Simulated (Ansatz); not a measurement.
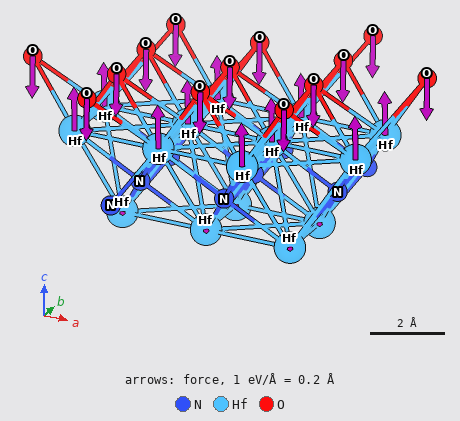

Starting geometry of a slab of composition Hf3N3O (cut from the Fm-3m phase) with the computed forces as purple arrows. The picture is a ball-and-stick view of the atoms within 5.8 Å of the atom that moves most (axes of the 3 × 3 repeat of the cell, outlined in the plane, without the vacuum), seen slightly off an axis.

Case: O put at a bridge Hf-Hf site. The slab is the (1 1 1) face of HfN with O on it. 3 atoms are held fixed.

All numbers below come from DFT PBEsol, scalar-relativistic, plane waves, PAW in Ansatz 0.2.0. Set-up: plane-wave cutoff 420 eV; k-point mesh 9 × 9 × 1; occupations gaussian; smearing width 0.1 eV; no spin polarisation; dipole correction; atoms relaxed in a fixed cell; force threshold 0.03 eV/Å; at most 70 steps.

Is this structure relaxed? If not, where do the atoms go?

Answer. It isn't relaxed: the largest force vector, on a Hf atom, is 6.20 eV/Å. The final displacements follow the starting forces only in part (cosine between the two patterns 0.50). After 11 accepted moves (12 points after the start) the energy has fallen by 3.792 eV per cell of the calculation. The largest force component goes from 6.2 to 0.0083 eV/Å. 1 step only repeated the SCF at the same geometry. The largest move is that of the O atom, 1.19 Å at 50° to the normal (−c side). Largest moves by element: O 1.19 Å, Hf 0.07 Å, N 0.06 Å. The cell stays as it was. Near-neighbour distances that change, for instance: Hf–O 3.303 → 2.085 Å, Hf–O 3.303 → 3.805 Å, Hf–O 2.418 → 2.086 Å, Hf–Hf 3.131 → 3.210 Å. Bond angles that change, for instance: Hf–O–Hf 82.3° → 99.5°, Hf–N–Hf 91.3° → 88.8°.

Limits of the set-up: the cell has an odd number of electrons but was run without spin polarisation; the periodic images lie only 3.2 Å apart, so the values are limited by the cell's size.
